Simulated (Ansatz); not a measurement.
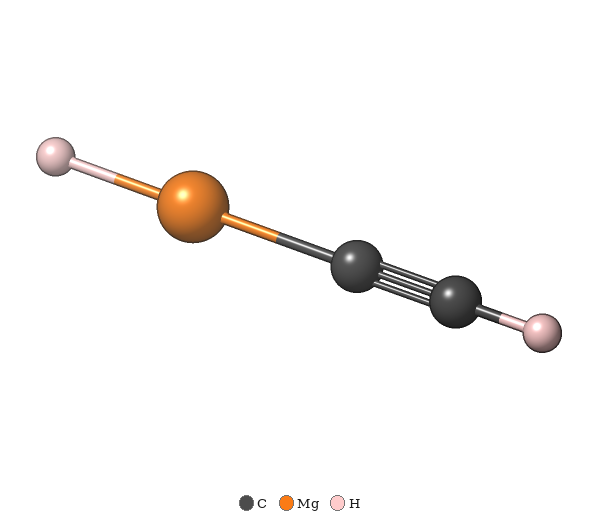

The computed structure is the end point of a PBE0-D4/def2-TZVP optimisation. No frequency run is at hand to confirm it as a minimum. Properties computed with RKS PBE0-D4/def2-TZVPP (Ansatz 0.2.0).

What is the HOMO energy (Kohn–Sham orbital)?

−7.69 eV.

What is the HOMO–LUMO gap?

7.05 eV.
